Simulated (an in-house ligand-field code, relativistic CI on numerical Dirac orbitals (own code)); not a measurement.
**d6 to d9 in a ligand field: terms by electron count**

Which terms of d6 to d9 lie lowest for given Racah parameters and ligand field?

The numbers are computed with an in-house ligand-field code version 1 (parametric ligand-field model of a d^n configuration (Racah B and C, spin-orbit zeta, crystal field), exact diagonalisation), except any that are marked as measured or tabulated.

**1. What is computed**

| Property | Result |
| --- | --- |
| shell | d6 to d9 |
| set 1 (cm⁻¹) | d6: B = 810, C = 3090, Oh, 10Dq = 17300 |
| set 2 (cm⁻¹) | d7: B = 810, C = 3090, Oh, 10Dq = 17300 |
| set 3 (cm⁻¹) | d8: B = 810, C = 3090, Oh, 10Dq = 17300 |
| set 4 (cm⁻¹) | d9: B = 810, C = 3090, Oh, 10Dq = 17300 |

**2. Set 1**

Input settings:

```ini
n = 6
racah_B = 810  # cm-1
racah_C = 3090  # cm-1
zeta = 0  # cm-1
symmetry = Oh
field = {"10Dq": 17300}  # cm-1
```

On the command line:

```console
$ python run_levels.py task.json out
```

task.json lists these runs, among others, and the program works through them in turn.

**3. Set 2**

The settings differ from step 2 so:

```diff
@@ -1,2 +1,2 @@
-n = 6
+n = 7
 racah_B = 810  # cm-1
```

**4. Set 3**

The settings differ from step 3 so:

```diff
@@ -1,2 +1,2 @@
-n = 7
+n = 8
 racah_B = 810  # cm-1
```

**5. Set 4**

The settings differ from step 4 so:

```diff
@@ -1,2 +1,2 @@
-n = 8
+n = 9
 racah_B = 810  # cm-1
```

(Steps that only read results are left out.)

**Question.** What will these runs give? Wanted: lowest terms; sets at their largest spin, of those that allow S over 1.

As calculated:

| set | 10Dq/B (size) | lowest | S | electrons in z² and x²-y² | first level of the same spin (cm⁻¹) |
| --- | --- | --- | --- | --- | --- |
| 1: Oh, d6 | 21.4 | 1A1 | 0.00 | 0.06 | 1T1 15514 |
| 2: Oh, d7 | 21.4 | 2E | 0.50 | 1.05 | 2T1 15339 |
| 3: Oh, d8 | 21.4 | 3A2 | 1.00 | 2.00 | 3T2 17300 |
| 4: Oh, d9 | 21.4 | 2E | 0.50 | 3.00 | 2T2 17300 |

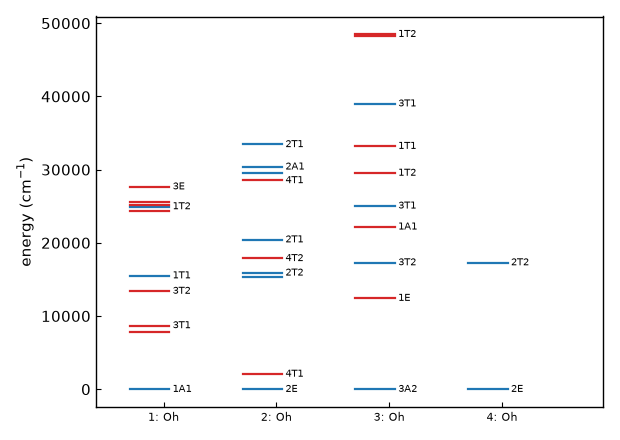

The lowest levels of each set; blue lies within 0.3 of the lowest level's S, red farther.

| quantity | value |
| --- | --- |
| lowest terms | 1: 1A1, 2: 2E, 3: 3A2, 4: 2E |
| sets at their largest spin, of those that allow S over 1 | none |

2 of 4 sets have the highest spin that their shell allows. B, C and the field are free parameters here, not those of a compound.
